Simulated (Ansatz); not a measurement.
**C3H6OSi (SMILES C=C=C(O)[SiH3]): density, localisation and related maps**

```yaml
atoms:
  - { symbol: C, position_ang: [-2.1500, 0.6567, -0.2069] }
  - { symbol: C, position_ang: [-0.9970, 0.0711, 0.0762] }
  - { symbol: C, position_ang: [0.1810, -0.4899, 0.3405] }
  - { symbol: O, position_ang: [0.3772, -1.6043, 1.1440] }
  - { symbol: Si, position_ang: [1.7961, 0.2073, -0.3916] }
  - { symbol: H, position_ang: [-2.7574, 0.3585, -1.0826] }
  - { symbol: H, position_ang: [-2.5606, 1.4734, 0.4179] }
  - { symbol: H, position_ang: [-0.4970, -1.8958, 1.4731] }
  - { symbol: H, position_ang: [2.7303, 0.6121, 0.7177] }
  - { symbol: H, position_ang: [2.4771, -0.8456, -1.2253] }
  - { symbol: H, position_ang: [1.4654, 1.3995, -1.2425] }
```

These are results of RKS revPBE/def2-SVP in Ansatz, not measurements.

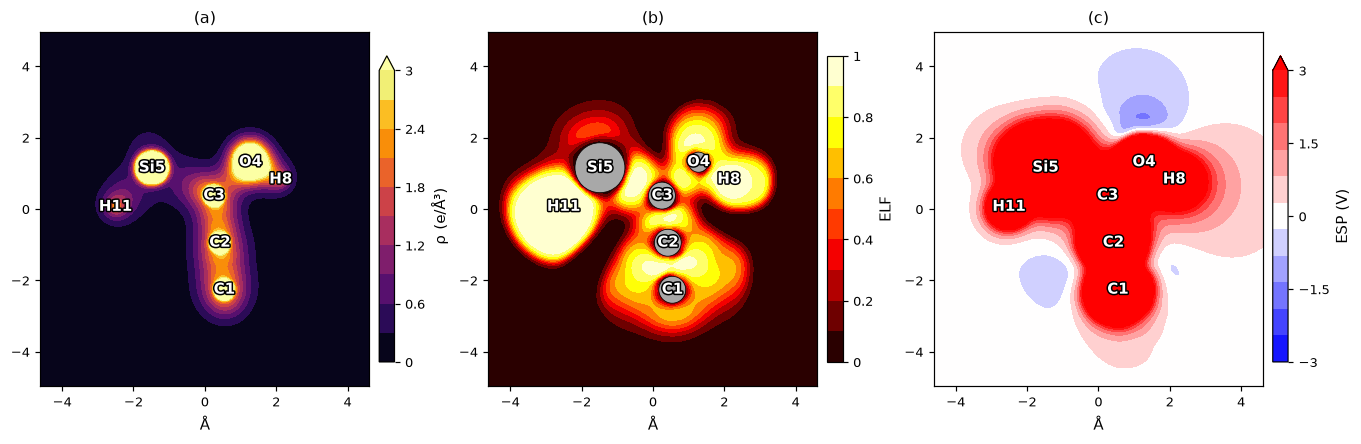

Figure 1. (a) electron density; (b) electron localisation function; (c) electrostatic potential on the plane of atoms C2, C3 and O4. Grey discs cover the atomic cores in the ELF map.

**Read the bonding off the picture.**

- The section cuts through C, O, Si and H sites.
- C–C (1.32 Å): the density is about 2.2 e/Å³ at the midpoint; the ELF peaks at about 0.90 between the atoms (a short, multiple covalent bond).
- C–O (1.39 Å): ρ at the midpoint is about 2.1 e/Å³, with its minimum of 1.8 e/Å³ about 0.5 Å from C; the ELF peaks at about 0.85 between the atoms; a polar covalent bond.
- C–Si (1.91 Å): ρ at the midpoint is about 0.9 e/Å³; the ELF peaks at about 0.95 between the atoms; localised, covalent bonding.
- O–H (0.98 Å): ρ is about 3.6 e/Å³ halfway; the ELF climbs to about 1 towards the hydrogen, as it does in any bond to H (an ordinary covalent bond to hydrogen).
- Si–H (1.50 Å): ρ at the midpoint is about 0.75 e/Å³; the ELF climbs to about 1 towards the hydrogen.
- The ELF also peaks beside O4, away from the bonds: lone-pair regions.
- Outside the dense part of the molecule the potential is most negative (−1.4 V) near O4.

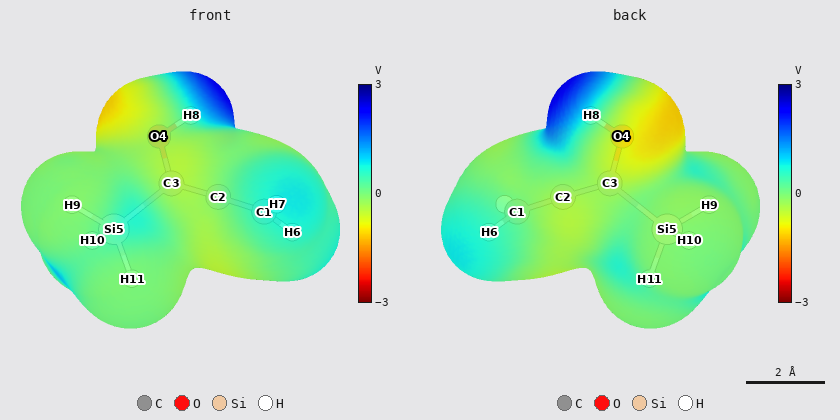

Figure 2. The electrostatic potential painted on the density surface at 0.002 e/bohr³, seen from the front and from behind; the colour scale runs from red (negative) to blue (positive).

**Where is the surface potential most negative and most positive?**

The most negative region (about −1.1 V) lies over O4, the most positive (about +2.4 V) over H8. O4 is the likeliest acceptor of a hydrogen bond.

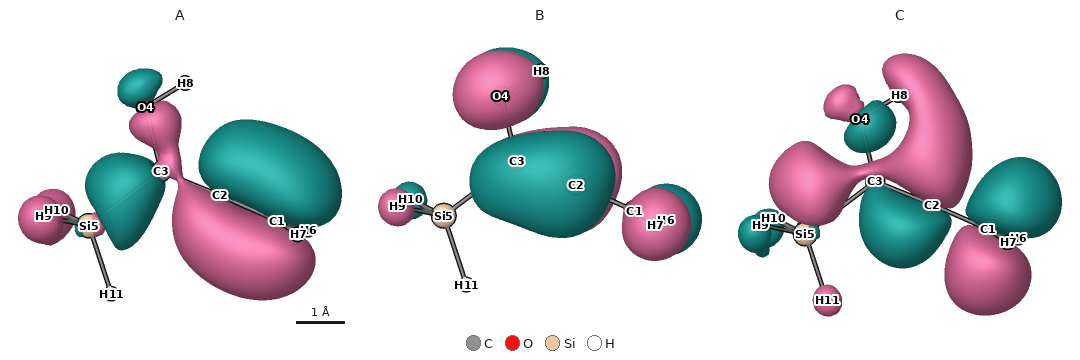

Figure 3. Three frontier orbitals at ±0.08 Å⁻³ᐟ² (teal and pink are the two phases), in no order.

**Order the three orbitals by energy and name them.**

A is the HOMO−1 (−6.55 eV). It lies mainly on C1 (about 40 %), C2 (about 30 %), C3 (about 5 %) and Si5 (about 5 %); π-bonding across C1–C2. B is the HOMO (−5.37 eV). It lies mainly on C2 (about 30 %), O4 (about 30 %), C3 (about 20 %) and C1 (about 5 %). C is the LUMO (−1.34 eV). By Hirshfeld shares it lies mainly on C1 (about 30 %), C2 (about 25 %), C3 (about 10 %), Si5 (about 10 %) and O4 (about 10 %).

**What is the HOMO–LUMO gap?**

4.03 eV between the orbital energies.
